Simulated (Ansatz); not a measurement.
# SiO+ (quartet): wB97M-V, B2PLYP, RPA-PBE over a scan of the distance Si1–O2, cc-pVDZ

Aim: run SiO+ (quartet) with these functionals over a scan of the distance Si1–O2, and hold them against the top wave-function level at the same points.

Computed with Ansatz 0.2.0, Gaussian basis. Level: cc-pVDZ, all electrons in the functionals, frozen cores in the correlation of double hybrids and RPA.

The runs, in order: wB97M-V, B2PLYP, RPA-PBE, at 1.539 Å; 1.714 Å; 1.869 Å; 2.366 Å; 3.207 Å; 4.617 Å.

## 1. The system

The geometry derives from a PBE0/def2-TZVP stationary point (not a proven minimum). One bond is set to the value named and the two fragments are kept rigid.

2 atoms, charge 1, spin multiplicity 4.

Atoms are counted from 1 here; the program's logs count them from 0.

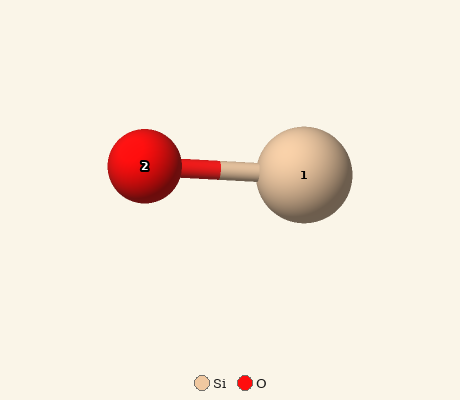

The geometry (silicon light orange, oxygen red); atoms are numbered from 1 in the order of the file.

No dispersion term is added; wB97M-V holds VV10 nonlocal correlation.

The geometry shown and the zero of energy belong to the point 1.714 Å. The yardstick, FCI, and other wave-function levels (R restricted, U unrestricted, valence and pair active spaces) come from earlier runs.

## 2. wB97M-V, 1.539 Å

Input file in.yaml:

```yaml
crystal:
  periodic: [false, false, false]
  atoms:
    - {symbol: Si, position_ang: [0.000000, 0.000000, 0.000000]}
    - {symbol: O, position_ang: [0.000000, 0.000000, 1.539000]}
basis:
  gaussian: {orbitals: cc-pVDZ}
total_charge: 1
magnetization: {spin_polarized: true, initial_magnetization: 3}
hamiltonian: {xc: {name: wB97M-V}}
output: {orbitals: {seedname: orbitals}}
```

Run with:

```sh
ansatz run in.yaml --threads 1 --pin off --events-out ev --progress --plain --max-ram 2880MiB --backend cpu
```

Standard output (excerpt; [...] marks lines left out):

```text
Functional definition: wB97M-V
  name "wB97M-V"
  cite "Mardirossian & Head-Gordon, J. Chem. Phys. 144, 214110 (2016) doi:10.1063/1.4952647"
  cite "Becke, J. Chem. Phys. 107, 8554 (1997) doi:10.1063/1.475007"
  cite "Vydrov & Van Voorhis, J. Chem. Phys. 133, 244103 (2010) doi:10.1063/1.3521275"
  # Of w^i u^j: cxij and so on, Table III.
[...]
  gx(w, u) = 1 - cx + cx01*u + cx10*w
  gss(w, u) = css00 + css04*u^4 + css10*w + css20*w^2 + css43*w^4*u^3
  gos(w, u) = cos00 + cos10*w + (cos20 + cos21*u)*w^2 + (cos60 + cos61*u)*w^6
[...]
      + integral(e_c_pw_mod_opposite_spin*gos(b97_w_opposite, b97_u_opposite)) + vv10(b, c)
314 factors; integrals over basis functions are off by at most 4.6e-4 eV
88 factors; integrals over basis functions are off by at most 1.5e-5 eV
[...]
mean field -9907.53918353 eV, -364.0953494236 hartree, gradient 1.6e-5 eV, S^2 3.753557; 3 other end points of the search recorded, 0 dependent functions left out
reference -9907.53920963 eV, -364.0953503827 hartree; 12, 9 occupied and 20, 23 virtual orbitals, 314 factors
Total energy: -9907.53920963 eV, -364.0953503827 hartree
```

Wall time 4.1 s (1 thread of AMD EPYC 7R13, shared host).

From the report: ⟨S²⟩ of the determinant 3.754 (pure quartet: 3.75).

## 3. wB97M-V, 1.714 Å

Changes to in.yaml since step 2:

```diff
@@ -4,3 +4,3 @@
     - {symbol: Si, position_ang: [0.000000, 0.000000, 0.000000]}
-    - {symbol: O, position_ang: [0.000000, 0.000000, 1.539000]}
+    - {symbol: O, position_ang: [0.000000, 0.000000, 1.713500]}
 basis:
```

Same command.

Standard output (excerpt; [...] marks lines left out):

```text
Functional definition: wB97M-V
  name "wB97M-V"
  cite "Mardirossian & Head-Gordon, J. Chem. Phys. 144, 214110 (2016) doi:10.1063/1.4952647"
  cite "Becke, J. Chem. Phys. 107, 8554 (1997) doi:10.1063/1.475007"
  cite "Vydrov & Van Voorhis, J. Chem. Phys. 133, 244103 (2010) doi:10.1063/1.3521275"
  # Of w^i u^j: cxij and so on, Table III.
[...]
  gx(w, u) = 1 - cx + cx01*u + cx10*w
  gss(w, u) = css00 + css04*u^4 + css10*w + css20*w^2 + css43*w^4*u^3
  gos(w, u) = cos00 + cos10*w + (cos20 + cos21*u)*w^2 + (cos60 + cos61*u)*w^6
[...]
      + integral(e_c_pw_mod_opposite_spin*gos(b97_w_opposite, b97_u_opposite)) + vv10(b, c)
314 factors; integrals over basis functions are off by at most 6.0e-4 eV
88 factors; integrals over basis functions are off by at most 1.2e-5 eV
[...]
mean field -9908.30372157 eV, -364.1234456782 hartree, gradient 1.4e-5 eV, S^2 3.758824; 4 other end points of the search recorded, 0 dependent functions left out
reference -9908.30374737 eV, -364.1234466263 hartree; 12, 9 occupied and 20, 23 virtual orbitals, 314 factors
Total energy: -9908.30374737 eV, -364.1234466263 hartree
```

It took 4.5 s on 1 thread of AMD EPYC 7R13, shared host.

From the report: ⟨S²⟩ of the determinant 3.759 (pure quartet: 3.75).

## 4. wB97M-V, 1.869 Å

Input file in.yaml:

```yaml
crystal:
  periodic: [false, false, false]
  atoms:
    - {symbol: Si, position_ang: [0.000000, 0.000000, 0.000000]}
    - {symbol: O, position_ang: [0.000000, 0.000000, 1.869000]}
basis:
  gaussian: {orbitals: cc-pVDZ}
total_charge: 1
magnetization: {spin_polarized: true, initial_magnetization: 3}
hamiltonian: {xc: {name: wB97M-V}}
output: {forces: true, orbitals: {seedname: orbitals}}
```

Same command.

Standard output (excerpt; [...] marks lines left out):

```text
Functional definition: wB97M-V
  name "wB97M-V"
  cite "Mardirossian & Head-Gordon, J. Chem. Phys. 144, 214110 (2016) doi:10.1063/1.4952647"
  cite "Becke, J. Chem. Phys. 107, 8554 (1997) doi:10.1063/1.475007"
  cite "Vydrov & Van Voorhis, J. Chem. Phys. 133, 244103 (2010) doi:10.1063/1.3521275"
  # Of w^i u^j: cxij and so on, Table III.
[...]
  gx(w, u) = 1 - cx + cx01*u + cx10*w
  gss(w, u) = css00 + css04*u^4 + css10*w + css20*w^2 + css43*w^4*u^3
  gos(w, u) = cos00 + cos10*w + (cos20 + cos21*u)*w^2 + (cos60 + cos61*u)*w^6
[...]
      + integral(e_c_pw_mod_opposite_spin*gos(b97_w_opposite, b97_u_opposite)) + vv10(b, c)
314 factors; integrals over basis functions are off by at most 6.8e-4 eV
88 factors; integrals over basis functions are off by at most 1.2e-5 eV
[...]
mean field -9908.37164357 eV, -364.1259417657 hartree, gradient 1.7e-5 eV, S^2 3.765771; 4 other end points of the search recorded, 0 dependent functions left out
[...]
reference -9908.37166906 eV, -364.1259427024 hartree; 12, 9 occupied and 20, 23 virtual orbitals, 314 factors
Total energy: -9908.37166906 eV, -364.1259427024 hartree
Atom 0 at     0.000000     0.000000     0.000000 Å, force    -0.000000    -0.000000     0.240687 eV/Å
Atom 1 at     0.000000     0.000000     1.869000 Å, force     0.000000    -0.000000    -0.240687 eV/Å
Dipole moment:     0.000000    -0.000000    -0.583124 e Å
```

Run time: 5.5 s. Hardware: 1 thread of AMD EPYC 7R13, shared host.

From the report: ⟨S²⟩ of the determinant 3.766 (pure quartet: 3.75).

From 1.714 Å: -1.6 kcal/mol.

## 5. wB97M-V, 2.366 Å

Input file in.yaml:

```yaml
crystal:
  periodic: [false, false, false]
  atoms:
    - {symbol: Si, position_ang: [0.000000, 0.000000, 0.000000]}
    - {symbol: O, position_ang: [0.000000, 0.000000, 2.366000]}
basis:
  gaussian: {orbitals: cc-pVDZ}
total_charge: 1
magnetization: {spin_polarized: true, initial_magnetization: 3}
hamiltonian: {xc: {name: wB97M-V}}
output: {orbitals: {seedname: orbitals}}
```

Launched as before.

Standard output (excerpt; [...] marks lines left out):

```text
Functional definition: wB97M-V
  name "wB97M-V"
  cite "Mardirossian & Head-Gordon, J. Chem. Phys. 144, 214110 (2016) doi:10.1063/1.4952647"
  cite "Becke, J. Chem. Phys. 107, 8554 (1997) doi:10.1063/1.475007"
  cite "Vydrov & Van Voorhis, J. Chem. Phys. 133, 244103 (2010) doi:10.1063/1.3521275"
  # Of w^i u^j: cxij and so on, Table III.
[...]
  gx(w, u) = 1 - cx + cx01*u + cx10*w
  gss(w, u) = css00 + css04*u^4 + css10*w + css20*w^2 + css43*w^4*u^3
  gos(w, u) = cos00 + cos10*w + (cos20 + cos21*u)*w^2 + (cos60 + cos61*u)*w^6
[...]
      + integral(e_c_pw_mod_opposite_spin*gos(b97_w_opposite, b97_u_opposite)) + vv10(b, c)
314 factors; integrals over basis functions are off by at most 8.9e-4 eV
88 factors; integrals over basis functions are off by at most 2.9e-5 eV
[...]
mean field -9908.67199658 eV, -364.1369795351 hartree, gradient 1.2e-5 eV, S^2 3.757931; 5 other end points of the search recorded, 0 dependent functions left out
reference -9908.67202169 eV, -364.1369804579 hartree; 12, 9 occupied and 20, 23 virtual orbitals, 314 factors
Total energy: -9908.67202169 eV, -364.1369804579 hartree
```

Run time: 6 s. Hardware: 1 thread of AMD EPYC 7R13, shared host.

From the report: ⟨S²⟩ of the determinant 3.758 (pure quartet: 3.75).

From 1.714 Å: -8.5 kcal/mol.

## 6. wB97M-V, 3.207 Å

Changes to in.yaml since step 5:

```diff
@@ -4,3 +4,3 @@
     - {symbol: Si, position_ang: [0.000000, 0.000000, 0.000000]}
-    - {symbol: O, position_ang: [0.000000, 0.000000, 2.366000]}
+    - {symbol: O, position_ang: [0.000000, 0.000000, 3.207000]}
 basis:
```

The command is unchanged.

Standard output (excerpt; [...] marks lines left out):

```text
Functional definition: wB97M-V
  name "wB97M-V"
  cite "Mardirossian & Head-Gordon, J. Chem. Phys. 144, 214110 (2016) doi:10.1063/1.4952647"
  cite "Becke, J. Chem. Phys. 107, 8554 (1997) doi:10.1063/1.475007"
  cite "Vydrov & Van Voorhis, J. Chem. Phys. 133, 244103 (2010) doi:10.1063/1.3521275"
  # Of w^i u^j: cxij and so on, Table III.
[...]
  gx(w, u) = 1 - cx + cx01*u + cx10*w
  gss(w, u) = css00 + css04*u^4 + css10*w + css20*w^2 + css43*w^4*u^3
  gos(w, u) = cos00 + cos10*w + (cos20 + cos21*u)*w^2 + (cos60 + cos61*u)*w^6
[...]
      + integral(e_c_pw_mod_opposite_spin*gos(b97_w_opposite, b97_u_opposite)) + vv10(b, c)
316 factors; integrals over basis functions are off by at most 9.0e-4 eV
88 factors; integrals over basis functions are off by at most 7.3e-5 eV
[...]
mean field -9908.33903597 eV, -364.1247434584 hartree, gradient 3.6e-6 eV, S^2 3.758343; 6 other end points of the search recorded, 0 dependent functions left out
reference -9908.33906192 eV, -364.1247444120 hartree; 12, 9 occupied and 20, 23 virtual orbitals, 316 factors
Total energy: -9908.33906192 eV, -364.1247444120 hartree
```

Run time: 8.5 s. Hardware: 1 thread of AMD EPYC 7R13, shared host.

From the report: ⟨S²⟩ of the determinant 3.758 (pure quartet: 3.75).

From 1.714 Å: -0.8 kcal/mol.

## 7. wB97M-V, 4.617 Å

Changes to in.yaml since step 6:

```diff
@@ -4,3 +4,3 @@
     - {symbol: Si, position_ang: [0.000000, 0.000000, 0.000000]}
-    - {symbol: O, position_ang: [0.000000, 0.000000, 3.207000]}
+    - {symbol: O, position_ang: [0.000000, 0.000000, 4.617000]}
 basis:
```

The command is unchanged.

Standard output (excerpt; [...] marks lines left out):

```text
Functional definition: wB97M-V
  name "wB97M-V"
  cite "Mardirossian & Head-Gordon, J. Chem. Phys. 144, 214110 (2016) doi:10.1063/1.4952647"
  cite "Becke, J. Chem. Phys. 107, 8554 (1997) doi:10.1063/1.475007"
  cite "Vydrov & Van Voorhis, J. Chem. Phys. 133, 244103 (2010) doi:10.1063/1.3521275"
  # Of w^i u^j: cxij and so on, Table III.
[...]
  gx(w, u) = 1 - cx + cx01*u + cx10*w
  gss(w, u) = css00 + css04*u^4 + css10*w + css20*w^2 + css43*w^4*u^3
  gos(w, u) = cos00 + cos10*w + (cos20 + cos21*u)*w^2 + (cos60 + cos61*u)*w^6
[...]
      + integral(e_c_pw_mod_opposite_spin*gos(b97_w_opposite, b97_u_opposite)) + vv10(b, c)
313 factors; integrals over basis functions are off by at most 9.5e-5 eV
88 factors; integrals over basis functions are off by at most 1.2e-4 eV
[...]
mean field -9907.99209687 eV, -364.1119936817 hartree, gradient 2.5e-6 eV, S^2 3.753743; 4 other end points of the search recorded, 0 dependent functions left out
reference -9907.99212457 eV, -364.1119946998 hartree; 12, 9 occupied and 20, 23 virtual orbitals, 313 factors
Total energy: -9907.99212457 eV, -364.1119946998 hartree
```

Wall time 9 s (1 thread of AMD EPYC 7R13, shared host).

From the report: ⟨S²⟩ of the determinant 3.754 (pure quartet: 3.75).

From 1.714 Å: +7.2 kcal/mol.

## 8. B2PLYP, 1.539 Å

Input file in.yaml:

```yaml
crystal:
  periodic: [false, false, false]
  atoms:
    - {symbol: Si, position_ang: [0.000000, 0.000000, 0.000000]}
    - {symbol: O, position_ang: [0.000000, 0.000000, 1.539000]}
basis:
  gaussian: {orbitals: cc-pVDZ}
total_charge: 1
magnetization: {spin_polarized: true, initial_magnetization: 3}
hamiltonian: {xc: {name: B2PLYP}}
correlation: {electrons: outside_noble_gas}
```

Launched as before.

Standard output (excerpt; [...] marks lines left out):

```text
Functional definition: B2PLYP
  name "B2PLYP"
  cite "Grimme, J. Chem. Phys. 124, 034108 (2006) doi:10.1063/1.2148954"
  cite "Becke, Phys. Rev. A 38, 3098 (1988) doi:10.1103/PhysRevA.38.3098"
  cite "Lee, Yang & Parr, Phys. Rev. B 37, 785 (1988) doi:10.1103/PhysRevB.37.785"
[...]
314 factors; integrals over basis functions are off by at most 4.6e-4 eV
[...]
mean field -9902.15375085 eV, -363.8974384228 hartree, gradient 1.9e-6 eV, S^2 3.756475; 6 other end points of the search recorded, 0 dependent functions left out
6 core orbitals not correlated: weight in the atoms' cores, before any rotation towards them, 1.000 or more for the frozen orbitals, at most 0.000 for the correlated occupied ones
reference -9902.15385118 eV, -363.8974421098 hartree; 6, 3 occupied and 20, 23 virtual orbitals, 314 factors
second order -5.81387861 eV of doubles, -0.00000000 eV of singles
Total energy: -9903.72359840 eV, -363.9551292564 hartree
```

Run time: 2.2 s. Hardware: 1 thread of AMD EPYC 7R13, shared host.

From the report: ⟨S²⟩ of the determinant 3.756 (pure quartet: 3.75).

## 9. B2PLYP, 1.714 Å

Changes to in.yaml since step 8:

```diff
@@ -4,3 +4,3 @@
     - {symbol: Si, position_ang: [0.000000, 0.000000, 0.000000]}
-    - {symbol: O, position_ang: [0.000000, 0.000000, 1.539000]}
+    - {symbol: O, position_ang: [0.000000, 0.000000, 1.713500]}
 basis:
```

Same command.

Standard output (excerpt; [...] marks lines left out):

```text
Functional definition: B2PLYP
  name "B2PLYP"
  cite "Grimme, J. Chem. Phys. 124, 034108 (2006) doi:10.1063/1.2148954"
  cite "Becke, Phys. Rev. A 38, 3098 (1988) doi:10.1103/PhysRevA.38.3098"
  cite "Lee, Yang & Parr, Phys. Rev. B 37, 785 (1988) doi:10.1103/PhysRevB.37.785"
[...]
314 factors; integrals over basis functions are off by at most 6.0e-4 eV
[...]
mean field -9902.85400117 eV, -363.9231721474 hartree, gradient 2.6e-6 eV, S^2 3.767761; 8 other end points of the search recorded, 0 dependent functions left out
6 core orbitals not correlated: weight in the atoms' cores, before any rotation towards them, 1.000 or more for the frozen orbitals, at most 0.000 for the correlated occupied ones
reference -9902.85410370 eV, -363.9231759154 hartree; 6, 3 occupied and 20, 23 virtual orbitals, 314 factors
second order -6.00226242 eV of doubles, -0.00000000 eV of singles
Total energy: -9904.47471455 eV, -363.9827322658 hartree
```

Run time: 2.6 s. Hardware: 1 thread of AMD EPYC 7R13, shared host.

From the report: ⟨S²⟩ of the determinant 3.768 (pure quartet: 3.75).

## 10. B2PLYP, 1.869 Å

Changes to in.yaml since step 9:

```diff
@@ -4,3 +4,3 @@
     - {symbol: Si, position_ang: [0.000000, 0.000000, 0.000000]}
-    - {symbol: O, position_ang: [0.000000, 0.000000, 1.713500]}
+    - {symbol: O, position_ang: [0.000000, 0.000000, 1.869000]}
 basis:
```

The command is unchanged.

Standard output (excerpt; [...] marks lines left out):

```text
Functional definition: B2PLYP
  name "B2PLYP"
  cite "Grimme, J. Chem. Phys. 124, 034108 (2006) doi:10.1063/1.2148954"
  cite "Becke, Phys. Rev. A 38, 3098 (1988) doi:10.1103/PhysRevA.38.3098"
  cite "Lee, Yang & Parr, Phys. Rev. B 37, 785 (1988) doi:10.1103/PhysRevB.37.785"
[...]
314 factors; integrals over basis functions are off by at most 6.8e-4 eV
[...]
mean field -9902.95067600 eV, -363.9267248821 hartree, gradient 2.0e-6 eV, S^2 3.781006; 9 other end points of the search recorded, 0 dependent functions left out
6 core orbitals not correlated: weight in the atoms' cores, before any rotation towards them, 1.000 or more for the frozen orbitals, at most 0.000 for the correlated occupied ones
reference -9902.95077949 eV, -363.9267286850 hartree; 6, 3 occupied and 20, 23 virtual orbitals, 314 factors
second order -5.71385405 eV of doubles, -0.00000000 eV of singles
Total energy: -9904.49352008 eV, -363.9834233562 hartree
```

Wall time 3.4 s (1 thread of AMD EPYC 7R13, shared host).

From the report: ⟨S²⟩ of the determinant 3.781 (pure quartet: 3.75).

From 1.714 Å: -0.4 kcal/mol.

## 11. B2PLYP, 2.366 Å

Changes to in.yaml since step 10:

```diff
@@ -4,3 +4,3 @@
     - {symbol: Si, position_ang: [0.000000, 0.000000, 0.000000]}
-    - {symbol: O, position_ang: [0.000000, 0.000000, 1.869000]}
+    - {symbol: O, position_ang: [0.000000, 0.000000, 2.366000]}
 basis:
```

The command is unchanged.

Standard output (excerpt; [...] marks lines left out):

```text
Functional definition: B2PLYP
  name "B2PLYP"
  cite "Grimme, J. Chem. Phys. 124, 034108 (2006) doi:10.1063/1.2148954"
  cite "Becke, Phys. Rev. A 38, 3098 (1988) doi:10.1103/PhysRevA.38.3098"
  cite "Lee, Yang & Parr, Phys. Rev. B 37, 785 (1988) doi:10.1103/PhysRevB.37.785"
[...]
314 factors; integrals over basis functions are off by at most 8.9e-4 eV
[...]
mean field -9903.47237200 eV, -363.9458968564 hartree, gradient 3.0e-6 eV, S^2 3.768557; 9 other end points of the search recorded, 0 dependent functions left out
6 core orbitals not correlated: weight in the atoms' cores, before any rotation towards them, 1.000 or more for the frozen orbitals, at most 0.000 for the correlated occupied ones
reference -9903.47247438 eV, -363.9459006188 hartree; 6, 3 occupied and 20, 23 virtual orbitals, 314 factors
second order -4.77520330 eV of doubles, -0.00000000 eV of singles
Total energy: -9904.76177927 eV, -363.9932816996 hartree
```

Run time: 2.5 s. Hardware: 1 thread of AMD EPYC 7R13, shared host.

From the report: ⟨S²⟩ of the determinant 3.769 (pure quartet: 3.75).

From 1.714 Å: -6.6 kcal/mol.

## 12. B2PLYP, 3.207 Å

Changes to in.yaml since step 11:

```diff
@@ -4,3 +4,3 @@
     - {symbol: Si, position_ang: [0.000000, 0.000000, 0.000000]}
-    - {symbol: O, position_ang: [0.000000, 0.000000, 2.366000]}
+    - {symbol: O, position_ang: [0.000000, 0.000000, 3.207000]}
 basis:
```

Launched as before.

Standard output (excerpt; [...] marks lines left out):

```text
Functional definition: B2PLYP
  name "B2PLYP"
  cite "Grimme, J. Chem. Phys. 124, 034108 (2006) doi:10.1063/1.2148954"
  cite "Becke, Phys. Rev. A 38, 3098 (1988) doi:10.1103/PhysRevA.38.3098"
  cite "Lee, Yang & Parr, Phys. Rev. B 37, 785 (1988) doi:10.1103/PhysRevB.37.785"
[...]
316 factors; integrals over basis functions are off by at most 9.0e-4 eV
[...]
mean field -9903.23412080 eV, -363.9371412861 hartree, gradient 6.6e-7 eV, S^2 3.763514; 9 other end points of the search recorded, 0 dependent functions left out
6 core orbitals not correlated: weight in the atoms' cores, before any rotation towards them, 1.000 or more for the frozen orbitals, at most 0.000 for the correlated occupied ones
reference -9903.23423219 eV, -363.9371453798 hartree; 6, 3 occupied and 20, 23 virtual orbitals, 316 factors
second order -4.60345366 eV of doubles, -0.00000000 eV of singles
Total energy: -9904.47716468 eV, -363.9828223063 hartree
```

Run time: 2.6 s. Hardware: 1 thread of AMD EPYC 7R13, shared host.

From the report: ⟨S²⟩ of the determinant 3.764 (pure quartet: 3.75).

From 1.714 Å: -0.1 kcal/mol.

## 13. B2PLYP, 4.617 Å

Changes to in.yaml since step 12:

```diff
@@ -4,3 +4,3 @@
     - {symbol: Si, position_ang: [0.000000, 0.000000, 0.000000]}
-    - {symbol: O, position_ang: [0.000000, 0.000000, 3.207000]}
+    - {symbol: O, position_ang: [0.000000, 0.000000, 4.617000]}
 basis:
```

Same command.

Standard output (excerpt; [...] marks lines left out):

```text
Functional definition: B2PLYP
  name "B2PLYP"
  cite "Grimme, J. Chem. Phys. 124, 034108 (2006) doi:10.1063/1.2148954"
  cite "Becke, Phys. Rev. A 38, 3098 (1988) doi:10.1103/PhysRevA.38.3098"
  cite "Lee, Yang & Parr, Phys. Rev. B 37, 785 (1988) doi:10.1103/PhysRevB.37.785"
[...]
313 factors; integrals over basis functions are off by at most 9.5e-5 eV
[...]
mean field -9902.95318413 eV, -363.9268170542 hartree, gradient 1.5e-9 eV, S^2 3.759382; 10 other end points of the search recorded, 0 dependent functions left out
6 core orbitals not correlated: weight in the atoms' cores, before any rotation towards them, 1.000 or more for the frozen orbitals, at most 0.000 for the correlated occupied ones
reference -9902.95330906 eV, -363.9268216451 hartree; 6, 3 occupied and 20, 23 virtual orbitals, 313 factors
second order -4.48659019 eV of doubles, -0.00000000 eV of singles
Total energy: -9904.16468841 eV, -363.9713390152 hartree
```

It took 4.7 s on 1 thread of AMD EPYC 7R13, shared host.

From the report: ⟨S²⟩ of the determinant 3.759 (pure quartet: 3.75).

From 1.714 Å: +7.1 kcal/mol.

## 14. RPA-PBE, 1.539 Å

Input file in.yaml:

```yaml
crystal:
  periodic: [false, false, false]
  atoms:
    - {symbol: Si, position_ang: [0.000000, 0.000000, 0.000000]}
    - {symbol: O, position_ang: [0.000000, 0.000000, 1.539000]}
basis:
  gaussian: {orbitals: cc-pVDZ}
total_charge: 1
magnetization: {spin_polarized: true, initial_magnetization: 3}
hamiltonian: {xc: {name: PBE}}
correlation: {method: rpa, electrons: outside_noble_gas}
```

Launched as before.

Standard output (excerpt; [...] marks lines left out):

```text
Functional definition: PBE
  name "PBE"
  cite "Perdew, Burke & Ernzerhof, Phys. Rev. Lett. 77, 3865 (1996) doi:10.1103/PhysRevLett.77.3865"
  parent pbe
[...]
314 factors; integrals over basis functions are off by at most 4.6e-4 eV
[...]
mean field -9902.48105799 eV, -363.9094667383 hartree, gradient 1.4e-6 eV, S^2 3.752426; 7 other end points of the search recorded, 0 dependent functions left out
6 core orbitals not correlated: weight in the atoms' cores, before any rotation towards them, 1.000 or more for the frozen orbitals, at most 0.000 for the correlated occupied ones
reference -9885.61204487 eV, -363.2895419406 hartree; 6, 3 occupied and 20, 23 virtual orbitals, 314 factors
Total energy: -9894.29802402 eV, -363.6087457867 hartree
```

Wall time 1.6 s (1 thread of AMD EPYC 7R13, shared host).

From the report: ⟨S²⟩ of the determinant 3.752 (pure quartet: 3.75).

(Part 1 of 2 ends here.)
